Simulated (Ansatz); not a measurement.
# Calculations on AlSiH5O2

**1. Relaxation**

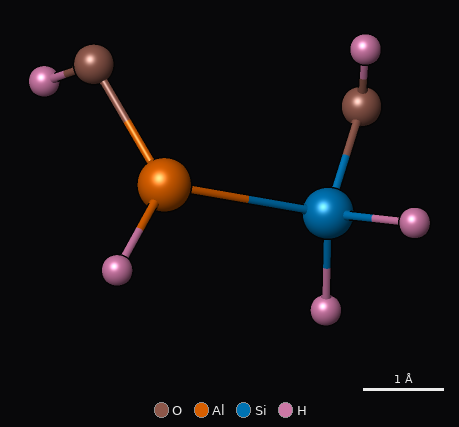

This is the input geometry for a relaxation of AlSiH₅O₂. Style: ball-and-stick. Shown at a tilt.

The run prepares an end point of a later path (hydrogen shift) calculation, from a guessed geometry.

These are results of RKS PBE0-D4/6-31G* in Ansatz, not measurements.

Input
```yaml
crystal:
  periodic: [false, false, false]
  atoms:
    - { symbol: O, position_ang: [-0.6037, 2.1042, -0.8301] }
    - { symbol: Al, position_ang: [-0.2137, 1.1166, 0.6095] }
    - { symbol: Si, position_ang: [0.3064, -1.1556, 0.3003] }
    - { symbol: O, position_ang: [0.3108, -1.5503, -1.3543] }
    - { symbol: H, position_ang: [-1.6311, 2.0385, -0.9458] }
    - { symbol: H, position_ang: [-0.2019, 1.7765, 2.0715] }
    - { symbol: H, position_ang: [1.7339, -1.3973, 0.8008] }
    - { symbol: H, position_ang: [-0.5648, -1.971, 1.0711] }
    - { symbol: H, position_ang: [0.9526, -1.0079, -1.7403] }
basis:
  gaussian: { orbitals: "6-31G*" }
hamiltonian:
  xc: pbe0
  dispersion: d4
relax:
  f_tol: 0.02
  max_steps: 50
```

Command:
```bash
ansatz run input.yaml --threads 1 --pin off --max-ram 2048MiB --backend cpu --events-out ev --progress --plain --runs-dir out
```

### Predict the outcome.

Over 9 geometry steps the energy falls by 64.1 kJ/mol. Largest force component: 2.7 eV/Å at the start, 0.0067 eV/Å at the end. O1 moves most after the best rigid fit: 0.58 Å. Largest moves by element: O 0.58 Å, H 0.56 Å, Al 0.19 Å, Si 0.07 Å. Near-neighbour distances that change, for instance: Al2–Si3 2.351 → 2.470 Å, O1–H5 1.036 → 0.962 Å, O1–Al2 1.789 → 1.716 Å, Si3–H8 1.421 → 1.492 Å. Among the angles between lasting bonds that change: Al2–O1–H5 105.7° → 120.5°, Si3–O4–H9 105.8° → 115.1°, O4–Si3–H8 113.3° → 104.4°. Groups turn about O1–Al2 by about 85°.

History of the run:

```tsv
step	E − E(0), kJ/mol	largest force component, eV/Å
0	0.00	2.6950
1	-32.60	1.8192
2	-42.15	1.0101
3	-43.23	2.1033
4	-62.42	0.2506
5	-63.67	0.0449
6	-63.91	0.0545
7	-64.03	0.0803
8	-64.10	0.0284
9	-64.12	0.0067
```

The structure at the end:

```xyz
9

O    -1.0316    2.1943   -0.4487
Al   -0.2755    1.2233    0.7478
Si    0.3601   -1.1172    0.2823
O     0.2837   -1.5422   -1.3414
H    -1.2600    1.8231   -1.3068
H    -0.0452    1.9603    2.1407
H     1.7120   -1.4244    0.8598
H    -0.5924   -2.0483    0.9553
H     0.9374   -1.1152   -1.9062
```

The end point in the same view:

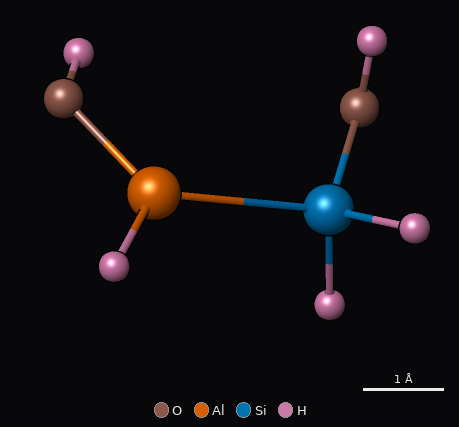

**2. Relaxation**

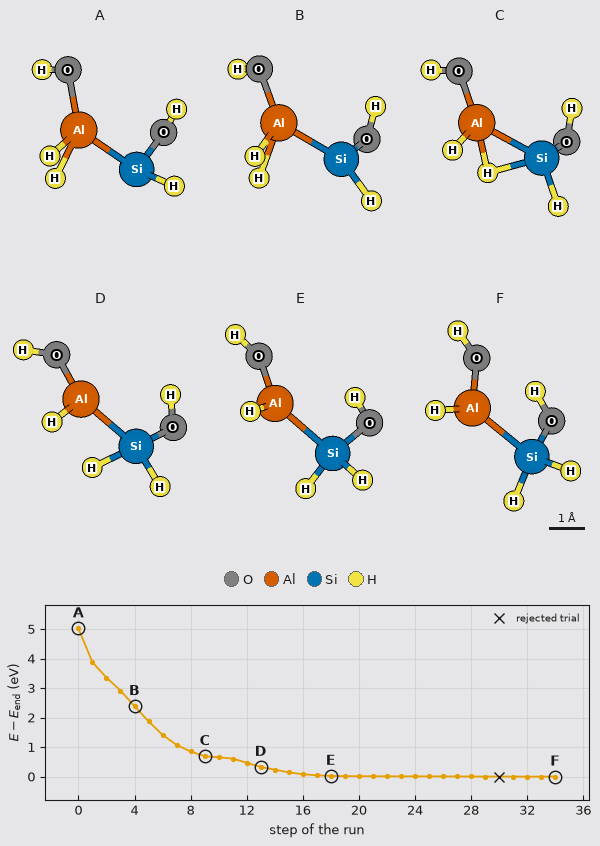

Frames of a relaxation of AlSiH$_{5}$O$_{2}$, marked on the history of the run. The picture is a ball-and-stick view, seen at a tilt.

The run prepares an end point of a later path (hydrogen shift) calculation, from a guessed geometry.

Level of theory: RKS PBE0-D4/6-31G* in Ansatz 0.2.0.

Input
```yaml
crystal:
  periodic: [false, false, false]
  atoms:
    - { symbol: O, position_ang: [-0.6037, 2.1042, -0.8301] }
    - { symbol: Al, position_ang: [-0.2137, 1.1166, 0.6095] }
    - { symbol: Si, position_ang: [0.3064, -1.1556, 0.3003] }
    - { symbol: O, position_ang: [0.3108, -1.5503, -1.3543] }
    - { symbol: H, position_ang: [-1.6311, 2.0385, -0.9458] }
    - { symbol: H, position_ang: [-0.2019, 1.7765, 2.0715] }
    - { symbol: H, position_ang: [1.7339, -1.3973, 0.8008] }
    - { symbol: H, position_ang: [-0.80754, 0.59928, 1.93288] }
    - { symbol: H, position_ang: [0.9526, -1.0079, -1.7403] }
basis:
  gaussian: { orbitals: "6-31G*" }
hamiltonian:
  xc: pbe0
  dispersion: d4
relax:
  f_tol: 0.02
  max_steps: 50
```

Command:
```bash
ansatz run input.yaml --threads 1 --pin off --max-ram 2048MiB --backend cpu --events-out ev --progress --plain --runs-dir out
```

Q: What happens along the run?

A: H8 moves most after the best rigid fit: 2.47 Å. Largest moves by element: H 2.47 Å, O 0.48 Å, Si 0.44 Å, Al 0.33 Å. Among the contacts that change: Al2–H8 1.540 → 3.347 Å, Si3–H8 2.643 → 1.495 Å, Al2–Si3 2.351 → 2.440 Å, O1–H5 1.036 → 0.962 Å. New bonds form, among them: Si3–H8 (2.64 → 1.50 Å). Bonds break, among them: Al2–H8 (1.54 → 3.35 Å). Bond angles that change, for instance: Si3–Al2–H6 121.0° → 139.4°, Al2–O1–H5 105.7° → 123.8°, O1–Al2–Si3 118.4° → 100.3°. Groups turn about O1–Al2 by about 90°, Si3–O4 by about 60°. Over 33 accepted moves (34 points after the start) the energy falls by 5.022 eV. Largest force component: 4 eV/Å at the start, 0.014 eV/Å at the end. The line search rejected the trial step at point 30 of the run. The forces were under the threshold at step 31, but the run went on from there. The run took 2.8 min on 1 thread of Intel(R) Xeon(R) Processor @ 2.70GHz, with other jobs on the host, peak memory 0.16 GiB. From step 0 to 4: Si3 moves most (0.53 Å), energy −2.633 eV. From step 4 to 9: H8 moves most (0.96 Å), energy −1.695 eV. From step 9 to 13: H8 moves most (0.61 Å), energy −0.366 eV. From step 13 to 18: H8 moves most (0.80 Å), energy −0.303 eV. From step 18 to 34: H9 moves most (0.70 Å), energy −0.024 eV.

**3. Path**

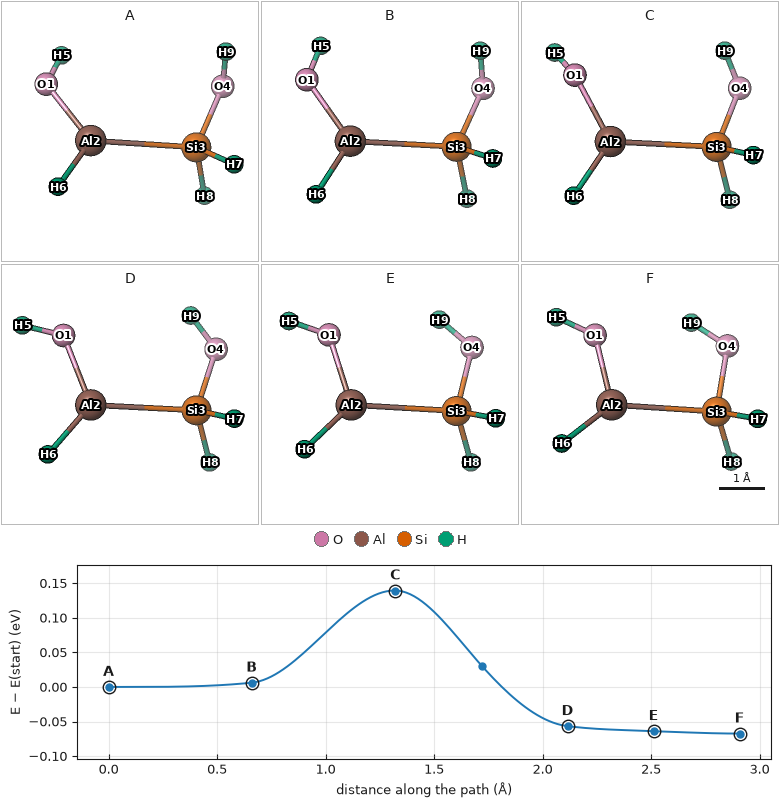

A search for the minimum-energy path of AlSiH5O2 by the nudged elastic band. Images are numbered from 0 (start) to 6 (end). Frames A to F are images 0, 1, 2, 4, 5, 6. Style: ball-and-stick. Shown at a tilt.

Theory: Ansatz, RKS PBE0-D4/6-31G*. Set-up: 5 movable images; climbing image; force threshold 0.03 eV/Å; iteration limit 60; starting path through a guess of the saddle point.

**Describe the mechanism and the energy profile.**

No bond forms or breaks between the ends. Bond angles that change up to the highest image, for instance: Al2–O1–H5 120.5° → 139.1°, O1–Al2–H6 114.3° → 117.6°. The highest point, image 2, lies 0.139 eV above the start and 0.207 eV above the end; the end is at −0.067 eV relative to the start. The band converged in 29 iterations, with a climbing image at the top. At the top, the vibrational analysis gives one imaginary mode (439i cm⁻¹), as a transition state must have.

The run took 9.2 min on 1 thread of Intel(R) Xeon(R) Processor @ 2.70GHz, with other jobs on the host, peak memory 0.17 GiB.
